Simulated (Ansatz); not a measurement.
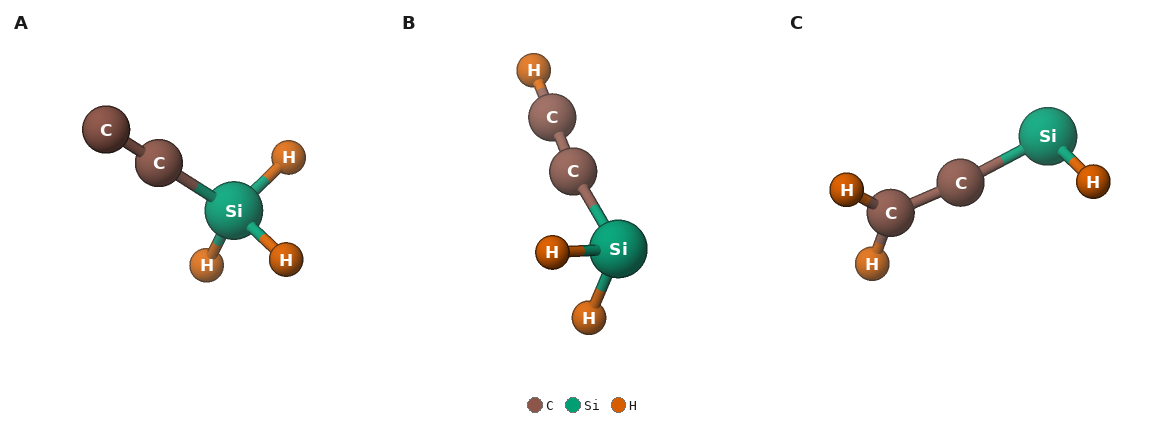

3 stationary structures of one formula. Charge −1, singlet. Geometries: PBE0-D4/def2-TZVPD. Electronic energies: B3LYP-D4/def2-TZVPPD (Ansatz 0.2.0), without zero-point energy. No frequency run is at hand to confirm each as a minimum.

Which is lowest in energy, and by how much?

B is lowest (Cs); A lies 5.5 kJ/mol above it (C3v), C lies 10.8 kJ/mol above it (Cs).
